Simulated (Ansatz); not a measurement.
Process, species as SMILES: [SiH3] (SiH3) → 3 H atom + Si atom
B3LYP-D3(BJ)/def2-TZVP geometries, fixed; electronic energies without zero-point terms.

Basis-set convergence of the atomisation energy at HF with Ansatz (a quantum-chemistry and plane-wave program). Cartesian d functions, on some or all atoms, in 6-31G*, 6-31G**; all else is spherical. Open shells are unrestricted. No added dispersion term, no relativity. Functions are those of the species that has most. Reference: the value in aug-pcseg-3, 180.64 kcal/mol, itself unsure by roughly 0.05 kcal/mol (its mean distance from aug-cc-pV(Q+d)Z, def2-QZVPPD, pcseg-3). Deviations are taken from unrounded values.

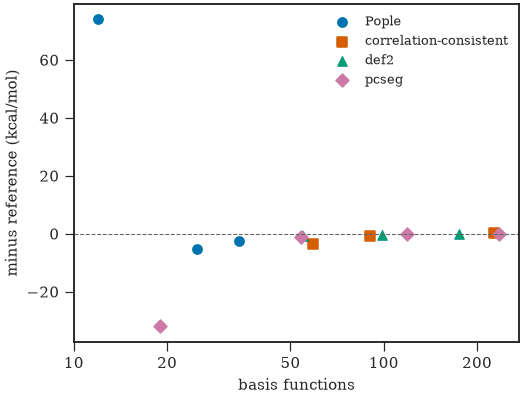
Figure. Deviation from the reference against the number of basis functions, by family of sets.

| basis | functions | atomisation energy (kcal/mol) | minus reference (kcal/mol) |
|---|---|---|---|
| STO-3G | 12 | 254.62 | 73.98 |
| pcseg-0 | 19 | 148.60 | -32.04 |
| 6-31G* | 25 | 175.44 | -5.20 |
| 6-31G** | 34 | 178.24 | -2.40 |
| aug-pcseg-1 | 54 | 179.39 | -1.25 |
| def2-TZVP | 55 | 179.86 | -0.78 |
| aug-cc-pV(D+d)Z | 59 | 176.97 | -3.67 |
| jun-cc-pV(T+d)Z | 90 | 179.85 | -0.79 |
| def2-TZVPPD | 99 | 180.25 | -0.39 |
| aug-pcseg-2 | 119 | 180.48 | -0.16 |
| def2-QZVPPD | 175 | 180.64 | 0.00 |
| aug-cc-pV(Q+d)Z | 227 | 180.70 | 0.06 |
| aug-pcseg-3 | 236 | 180.64 | 0.00 |
